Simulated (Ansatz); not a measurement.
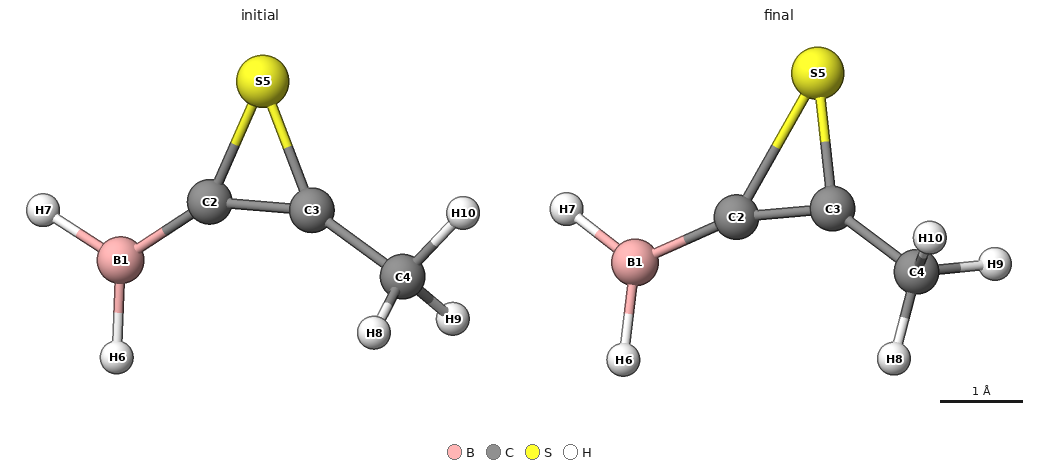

The structure of C$_{3}$H$_{5}$BS before (left) and after (right) a relaxation, at one scale.

A ball-and-stick model, seen at a tilt.

The run prepares an end point of a later path (torsion) calculation, from a guessed geometry.

Computed with Ansatz 0.2.0, RKS LDA/6-31G*. Settings: no spin polarisation; force threshold 0.015 eV/Å; at most 40 steps.

What changed between the two?

Answer. H10 moves most after the best rigid fit: 0.86 Å. Largest moves by element: H 0.86 Å, S 0.60 Å, C 0.21 Å, B 0.17 Å. Near-neighbour distances that change, for instance: C2–S5 1.699 → 2.032 Å, C2–C3 1.438 → 1.322 Å, C4–H10 1.170 → 1.107 Å, C3–C4 1.512 → 1.462 Å. Bond angles that change, for instance: C2–C3–S5 65.0° → 82.6°, B1–C2–C3 147.0° → 161.9°, C2–S5–C3 50.1° → 40.2°. Groups turn about C3–C4 by about 60°. Over 19 accepted moves (22 points after the start) the energy falls by 1.208 eV. Largest force component: 4.7 eV/Å at the start, 0.0096 eV/Å at the end. The line search rejected the trial steps at points 8, 11, 17 of the run. Cost: 61 s on 1 thread of Intel(R) Xeon(R) Processor @ 2.70GHz, on a shared host, peak memory 0.13 GiB.
